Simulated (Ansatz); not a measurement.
# Cu (Fm-3m): the Drude term of Re ε in the infrared

Re ε of Cu (Fm-3m) at low photon energies is read from one computed spectrum; the carriers' damping was typed as γ = 0.05 eV.

Symmetry: Fm-3m, No. 225, cubic system. The conventional cell has a = 3.615 Å, b = 3.615 Å, c = 3.615 Å, α = 90.00°, β = 90.00°, γ = 90.00°. Around Cu on site a lie 12 Cu at 2.56 Å.

Method: Ansatz 0.2.0, PBE, independent particles, k-mesh 22×22×22 with interpolation inside its cells, Gaussian parameter 0.1 eV.

Launch of the response step: `ansatz run input.yaml --threads 4 --pin off --max-ram 8192MiB --backend cpu --events-out ev --progress --plain --runs-dir out`. The run took 11 s, on 4 threads of Intel(R) Xeon(R) Platinum 8488C (Sapphire Rapids) (shared host).

```
photon energy E (eV)  wavelength (µm)    Re ε
                0.25             4.96       ?
                0.30             4.13  -854.9
                0.35             3.54  -630.2
                0.40             3.10  -482.7
                0.50             2.48  -307.4
                0.60             2.07  -211.2
                0.70             1.77  -152.9
```

A Drude term over a constant background gives Re ε = ε_b − ωp²/(E² + γ²), linear in 1/(E² + γ²).

Working, on the rows shown:

| x = 1/(E² + γ²) (eV⁻²) | y = Re ε |
| --- | --- |
| 10.8108 | -854.9 |
| 8 | -630.2 |
| 6.15385 | -482.7 |
| 3.9604 | -307.4 |
| 2.75862 | -211.2 |
| 2.03046 | -152.9 |

Means: x̄ = 5.619, ȳ = -439.88. Σ(x − x̄)(y − ȳ) = -4534, Σ(x − x̄)² = 56.72. Slope = -4534 / 56.72 = -79.94; intercept = ȳ − slope · x̄ = 9.3217. The line misses the rows shown by at most 0.11.

Question: What does the fit predict for the withheld row, and how well does it do?

Answer: At x = 15.385 the line gives y = -1220.6. The run gave -1220.3, so the extrapolation is off by 0.28, 0.0 % of the range in the table.

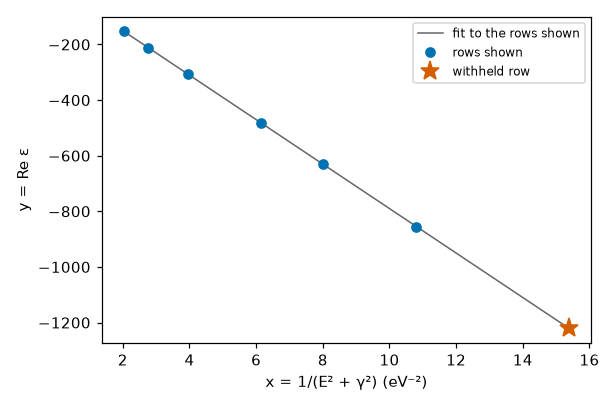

Refitted with all rows, the slope is -79.93 and the intercept 9.2429. These give ωp = √(−slope) = 8.94 eV, against 8.94 eV from the program's Fermi-surface sum, and a background ε_b = 9.2 from interband transitions. The values come from a sum over the points of one k-mesh and carry its error, which is largest for Fermi-surface quantities.

[Logs are printed without paths, hosts, clocks, repeated set-up lines and the standing remarks that a program may print on its own settings, such as how far it seeks lower states.]
